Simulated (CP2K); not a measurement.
# GeH2S2F2 (SMILES [F][Ge]([F])([SH])[SH]): PM6

What is the vertical electron affinity of GeH2S2F2 at PM6? 

The calculation is run with CP2K 2026.2.

7 further runs of the same task are left out: 5 that didn't finish, 2 set aside as unsound or not needed.

**1. The structure to begin with**

GeH2S2F2 has 7 atoms, charge 0, and is taken as a singlet. SMILES: `[F][Ge]([F])([SH])[SH]`. Geometry: relaxed at PBE0-D4/def2-TZVP. This is one conformer, not always the lowest.

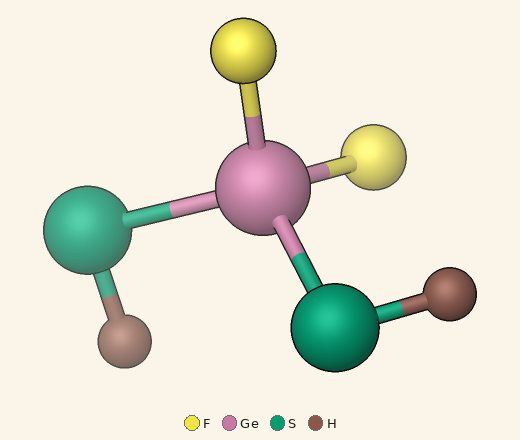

The structure, seen from a chosen angle (fluorine yellow, germanium pink, sulfur teal, hydrogen brown).

**2. Energy and gradient at PM6**

gas.inp

```
&GLOBAL
    PROJECT gas
    RUN_TYPE ENERGY_FORCE
    PRINT_LEVEL MEDIUM
&END
&FORCE_EVAL
    METHOD QS
    &DFT
        &QS
            METHOD PM6
            EPS_DEFAULT 1.0E-10
            &SE
                &COULOMB
                    CUTOFF [angstrom] 50
                    RC_RANGE [angstrom] 0
                &END
                &EXCHANGE
                    CUTOFF [angstrom] 50
                    RC_RANGE [angstrom] 0
                &END
            &END
        &END
        ! isolated system
        &POISSON
            PERIODIC NONE
            POISSON_SOLVER ANALYTIC
        &END
        ! SCF settings
        &SCF
            SCF_GUESS ATOMIC
            EPS_SCF 1.0E-07
            MAX_SCF 30
            &OT
                MINIMIZER DIIS
                PRECONDITIONER FULL_SINGLE_INVERSE
            &END
            &OUTER_SCF
                EPS_SCF 1.0E-07
                MAX_SCF 10
            &END
        &END
        &PRINT
            &MOMENTS
                PERIODIC F
                REFERENCE COM
                MAX_MOMENT 1
            &END
            &MO_CUBES
                NLUMO 5
                NHOMO -1
                WRITE_CUBE F
            &END
            &HIRSHFELD OFF
            &END
        &END
    &END
    ! atoms, cell and kinds
    &SUBSYS
        ! box in angstrom
        &CELL
            ABC 15.7 14.8 15.1
            PERIODIC NONE
        &END
        &COORD
            F      1.043800    -1.520600     1.071100
            Ge     0.210700    -0.388200     0.080500
            F     -0.990800    -1.350700    -0.695600
            S     -0.844100     1.137600     1.236400
            S      1.714300     0.386200    -1.296800
            H     -1.936500     0.359000     1.340200
            H      0.864000     1.308500    -1.781400
        &END
        &TOPOLOGY
            &CENTER_COORDINATES
            &END
        &END
    &END
    ! extra output
    &PRINT
        &FORCES ON
        &END
    &END
&END
```

Command:

```console
$ OMP_NUM_THREADS=1 cp2k.psmp -i gas.inp -o gas.out
```

Standard output:

```text
CP2K| version string:                                       CP2K version 2026.2
[...]
 GLOBAL| Method name                                                        CP2K
[...]
 GLOBAL| Run type                                                   ENERGY_FORCE
[...]
                             - Atoms:                                          7
[...]
                             - Spherical basis functions:                     32
[...]
 Number of electrons:                                                         32
[...]
     1 OT DIIS     0.80E-01    0.0     0.28450593       -47.3428573796 -4.73E+01
[...]
    28 OT DIIS     0.80E-01    0.0     0.00000007       -51.5136015201 -2.33E-12
  *** SCF run converged in    28 steps ***
  Core-core repulsion energy [eV]:                           1973.12759600624736
  Core Hamiltonian energy [eV]:                             -2321.16724146769502
  Two-electron integral energy [eV]:                        -2107.43347867260673
  Electronic energy [eV]:                                   -3374.88398080399884
  Total energy [eV]:                                        -1401.75638479775102
  Atomic reference energy [eV]:                              1394.76457009716205
  Heat of formation [kcal/mol]:                              -161.23509010933452
[...]
 SE_DIPOLE| Moment [Debye]          0.87517759      -2.35033649       0.46651887
 SE_DIPOLE| Derivative [a.u.]       0.00000000       0.00000000       0.00000000
 *** WARNING in qs_scf_post_se.F:140 :: Printing of MO cube files not ***
 *** implemented for Semi-Empirical method.                           ***
 ENERGY| Total FORCE_EVAL ( QS ) energy [hartree]            -51.513601520124332
 FORCES| Atomic forces [hartree/bohr]
 FORCES|   Atom     x               y               z               |f|
 FORCES|      1 -2.70721267E-03  3.24104293E-03 -1.39928232E-03   4.44874709E-03
 FORCES|      2  9.67724705E-03 -5.18036706E-03  1.85302666E-03   1.11318921E-02
 FORCES|      3  2.20494200E-03  3.55096135E-03  1.50694556E-03   4.44319488E-03
 FORCES|      4  5.16298401E-03 -4.69126923E-03 -2.97233094E-03   7.58282020E-03
 FORCES|      5 -2.37871223E-03 -6.19400736E-03  4.09304666E-03   7.79596241E-03
 FORCES|      6 -1.20824689E-02  7.02381478E-04  5.32000838E-03   1.32205099E-02
 FORCES|      7  1.23220702E-04  8.57125789E-03 -8.40141400E-03   1.20027248E-02
 FORCES| Sum    -8.34401992E-16 -1.31838984E-16  4.47558657E-16
 FORCES| Total atomic force                                       9.55990038E-16
[...]
```

Wall time 1.5 s (1 thread of Intel Xeon Platinum 8375C at 2.90GHz (Ice Lake), shared host); peak memory 0.19 GiB.

**3. The doublet anion at the same level**

run.inp

```
&global
 project_name run
 run_type ENERGY_FORCE
 print_level MEDIUM
&end global
&force_eval
 method QUICKSTEP
 &dft
  charge -1
  multiplicity 2
  uks T
  &qs
   method PM6
   eps_default 1.0E-10
   &se
    &coulomb
     cutoff [angstrom] 50
     rc_range [angstrom] 0
    &end coulomb
    &exchange
     cutoff [angstrom] 50
     rc_range [angstrom] 0
    &end exchange
   &end se
  &end qs
  ! isolated system
  &poisson
   periodic NONE
   poisson_solver ANALYTIC
  &end poisson
  &scf
   scf_guess ATOMIC
   eps_scf 1.0E-07
   max_scf 40
   &ot ON
    minimizer CG
    preconditioner FULL_SINGLE_INVERSE
   &end ot
   &outer_scf
    eps_scf 1.0E-07
    max_scf 10
   &end outer_scf
  &end scf
  &print
   &moments
    periodic F
    reference COM
    max_moment 1
   &end moments
   &mo_cubes
    nlumo 5
    nhomo -1
    write_cube F
   &end mo_cubes
   &hirshfeld OFF
   &end hirshfeld
  &end print
 &end dft
 ! atoms, cell and kinds
 &subsys
  ! vacuum box
  &cell
   abc [angstrom] 15.7 14.8 15.1
   periodic NONE
  &end cell
  &coord
   F      1.043800    -1.520600     1.071100
   Ge     0.210700    -0.388200     0.080500
   F     -0.990800    -1.350700    -0.695600
   S     -0.844100     1.137600     1.236400
   S      1.714300     0.386200    -1.296800
   H     -1.936500     0.359000     1.340200
   H      0.864000     1.308500    -1.781400
  &end coord
  &topology
   &center_coordinates
   &end center_coordinates
  &end topology
 &end subsys
 &print
  &forces ON
  &end forces
 &end print
&end force_eval
```

Command:

```console
$ OMP_NUM_THREADS=1 cp2k.psmp run.inp > run.out
```

Standard output:

```text
CP2K| version string:                                       CP2K version 2026.2
[...]
 GLOBAL| Method name                                                        CP2K
[...]
 GLOBAL| Run type                                                   ENERGY_FORCE
[...]
                             - Atoms:                                          7
[...]
                             - Spherical basis functions:                     32
[...]
 Number of electrons:                                                         17
[...]
     1 OT CG       0.80E-01    0.0     0.13010204       -47.6366750525 -4.76E+01
[...]
    21 OT CG       0.49E+00    0.0     0.00000010       -51.6046461875 -3.68E-12
  *** SCF run converged in    21 steps ***
  Core-core repulsion energy [eV]:                           1973.12759600624736
  Core Hamiltonian energy [eV]:                             -2374.06610295366045
  Two-electron integral energy [eV]:                        -2006.59065848317277
  Electronic energy [eV]:                                   -3377.36143219524683
  Total energy [eV]:                                        -1404.23383618899948
  Atomic reference energy [eV]:                              1394.76457009716205
  Heat of formation [kcal/mol]:                              -218.36648094493398
[...]
 SE_DIPOLE| Moment [Debye]         -0.54165253       2.32392289       2.90017666
 SE_DIPOLE| Derivative [a.u.]       0.00000000       0.00000000       0.00000000
 *** WARNING in qs_scf_post_se.F:140 :: Printing of MO cube files not ***
 *** implemented for Semi-Empirical method.                           ***
 ENERGY| Total FORCE_EVAL ( QS ) energy [hartree]            -51.604646187471502
 FORCES| Atomic forces [hartree/bohr]
 FORCES|   Atom     x               y               z               |f|
 FORCES|      1  9.27025108E-03 -1.28730944E-02  1.83875995E-03   1.59698201E-02
 FORCES|      2 -2.85999674E-02  4.50890944E-02  4.73599029E-02   7.13718781E-02
 FORCES|      3 -6.02939178E-03 -1.34237902E-02 -1.21625914E-02   1.90913682E-02
 FORCES|      4  1.44457063E-02 -2.75796681E-02 -2.06845572E-02   3.73787029E-02
 FORCES|      5  1.43535335E-02 -3.70576563E-03 -1.39155450E-02   2.03322162E-02
 FORCES|      6 -3.66934822E-03  3.91902583E-03  3.46604694E-03   6.39033342E-03
 FORCES|      7  2.29216571E-04  8.57419814E-03 -5.90201623E-03   1.04116862E-02
 FORCES| Sum    -4.51895465E-16  6.38378239E-16 -8.88178420E-16
 FORCES| Total atomic force                                       1.18346829E-15
[...]
```

Wall time 3.9 s (1 thread of Intel Xeon Platinum 8375C at 2.90GHz (Ice Lake), shared host); peak memory 0.18 GiB.

**4. What came out**

Level: PM6.

```
                                                   quantity            value
                             singlet GeH2S2F2: total energy     -51.51360 Eh
                            singlet GeH2S2F2: dipole moment           2.55 D
singlet GeH2S2F2: heat of formation at this unrelaxed shape  -161.2 kcal/mol
                 singlet GeH2S2F2: largest force on an atom       0.680 eV/Å
                                doublet anion: total energy     -51.60465 Eh
   doublet anion: heat of formation at this unrelaxed shape  -218.4 kcal/mol
                    doublet anion: largest force on an atom       3.670 eV/Å
          vertical electron affinity (to the doublet anion)         2.477 eV
```

In words: At fixed nuclei the extra electron is bound by 2.48 eV (239 kJ/mol). The largest force (singlet GeH2S2F2) is 0.68 eV/Å: the shape isn't a stationary point for this species at this level. A minimal valence basis can't be trusted even for the sign of an electron affinity.
